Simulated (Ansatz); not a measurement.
# InH3 (SMILES [H][In]([H])[H]) at BCCD(T)/STO-3G

What is the energy change on altering one bond length of InH3 at BCCD(T)/STO-3G? 

Program for the calculation: Ansatz 0.2.0.

27 further runs of the same task are left out: 1 that didn't finish, 26 set aside as unsound or not needed.

## (1) The molecule

InH3: 4 atoms, total charge 0, spin state singlet. As SMILES, `[H][In]([H])[H]`. The shape comes from GFN2-xTB, which is rough for such elements, and wasn't checked as a minimum.

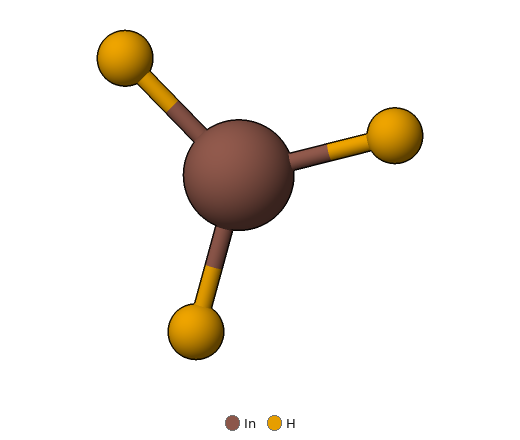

Viewed from a chosen angle; indium brown, hydrogen amber.

## (2) The energy at BCCD(T)/STO-3G

File molecule.yaml:

```yaml
crystal:
  periodic: [false, false, false]
  atoms:
    - {symbol: In, position_ang: [0.000640, -0.000740, -0.000540]}
    - {symbol: H, position_ang: [1.718930, -0.027790, 0.013510]}
    - {symbol: H, position_ang: [-0.834510, 1.501400, -0.017780]}
    - {symbol: H, position_ang: [-0.885060, -1.472880, 0.004810]}
basis:
  gaussian: {orbitals: STO-3G}
scf: {omitted_lower_state_checks: [cluster_reference, increment]}
accuracy: high
correlation: {method: bccd_t, frozen_orbitals: {H: 0, In: 18}}
```

Started as:

```bash
$ ansatz run molecule.yaml --threads 1 --pin off --max-ram 2610MiB --events-out events.jsonl --progress --plain --runs-dir runs
```

Standard output (excerpt; [...] marks lines left out):

```text
Warning: RAYON_NUM_THREADS=1 ignored (pool sized by the plan → 1); use --threads N
Functional definition: HF
  name "HF"
[...]
527 factors; integrals over basis functions are off by at most 4.0e-9 eV
[...]
mean field -154685.38664247 eV, -5684.5831095898 hartree, gradient 1.1e-8 eV, S^2 0.000000; 0 other end points of the search recorded, 0 dependent functions left out
18 core orbitals not correlated: weight in the atoms' cores, before any rotation towards them, 1.000 or more for the frozen orbitals, at most 0.000 for the correlated occupied ones
reference -154685.38664247 eV, -5684.5831095898 hartree; 8, 8 occupied and 4, 4 virtual orbitals, 527 factors
second order -0.92232562 eV of doubles, -0.00000000 eV of singles
cycle   1  -1.22123767 eV  change   -3.0e-1 eV  update   5.0e-2
[...]
cycle  16  -1.39438732 eV  change    1.2e-9 eV  update   1.7e-9
perturbative correction -0.01271435 eV, -0.0004672436 hartree
Total energy: -154686.79374413 eV, -5684.6348196223 hartree
Checks for a lower state left out: cluster_reference, increment
```

It took 0.24 s on 1 thread of AMD EPYC 9R45 (Zen 5), shared host.

## (3) The distorted shape

File molecule.yaml:

```yaml
basis:
  gaussian:
    orbitals: STO-3G
crystal:
  periodic: [false, false, false]
  atoms:
    - {symbol: In, position_ang: [-0.428932, 0.006022, -0.004052]}
    - {symbol: H, position_ang: [1.718930, -0.027790, 0.013510]}
    - {symbol: H, position_ang: [-1.264082, 1.508162, -0.021292]}
    - {symbol: H, position_ang: [-1.314632, -1.466118, 0.001298]}
correlation:
  method: bccd_t
  frozen_orbitals: {H: 0, In: 18}
accuracy: high
scf:
  omitted_lower_state_checks: [cluster_reference, increment]
```

Started as:

```bash
$ ansatz run molecule.yaml --threads 1 --pin off --max-ram 2610MiB --events-out events.jsonl --progress --plain --runs-dir runs
```

Standard output (excerpt; [...] marks lines left out):

```text
Warning: RAYON_NUM_THREADS=1 ignored (pool sized by the plan → 1); use --threads N
[... 2 set-up lines as earlier in the session ...]
[...]
527 factors; integrals over basis functions are off by at most 4.0e-9 eV
[...]
mean field -154683.92559139 eV, -5684.5294169531 hartree, gradient 2.3e-8 eV, S^2 0.000000; 0 other end points of the search recorded, 0 dependent functions left out
18 core orbitals not correlated: weight in the atoms' cores, before any rotation towards them, 1.000 or more for the frozen orbitals, at most 0.000 for the correlated occupied ones
reference -154683.92559139 eV, -5684.5294169531 hartree; 8, 8 occupied and 4, 4 virtual orbitals, 527 factors
second order -1.07822952 eV of doubles, -0.00000000 eV of singles
cycle   1  -1.46264809 eV  change   -3.8e-1 eV  update   6.4e-2
[...]
cycle  19  -1.71253700 eV  change  -3.7e-10 eV  update  6.9e-10
perturbative correction -0.01725827 eV, -0.0006342296 hartree
Total energy: -154685.65538665 eV, -5684.5929857564 hartree
Checks for a lower state left out: cluster_reference, increment
```

It took 0.24 s on 1 thread of AMD EPYC 9R45 (Zen 5), shared host.

## (4) Results

Level: BCCD(T)/STO-3G, 18 core orbitals frozen.

| quantity | value |
| --- | --- |
| first shape: total energy | -5684.63482 Eh |
| first shape: correlation energy (18 core orbitals frozen) | -51.7 mEh |
| first shape: (T) correction | -0.47 mEh |
| distorted shape: total energy | -5684.59299 Eh |
| distorted shape: correlation energy (18 core orbitals frozen) | -63.6 mEh |
| distorted shape: (T) correction | -0.63 mEh |
| energy change with the In1–H2 bond stretched from 1.719 to 2.148 Å | 1.138 eV |

**Reading.** With the In1–H2 bond stretched from 1.719 to 2.148 Å the energy rises by 1.14 eV (26 kcal/mol). The first shape isn't relaxed at this level, so the change isn't measured from a minimum. The minimal basis adds a large error of its own. The triples (first shape) make up 0.9 % of the correlation energy. Relativity is left out (first shape) although the molecule holds a heavy atom. The triples (distorted shape) make up 1.0 % of the correlation energy. Relativity is left out (distorted shape) although the molecule holds a heavy atom.
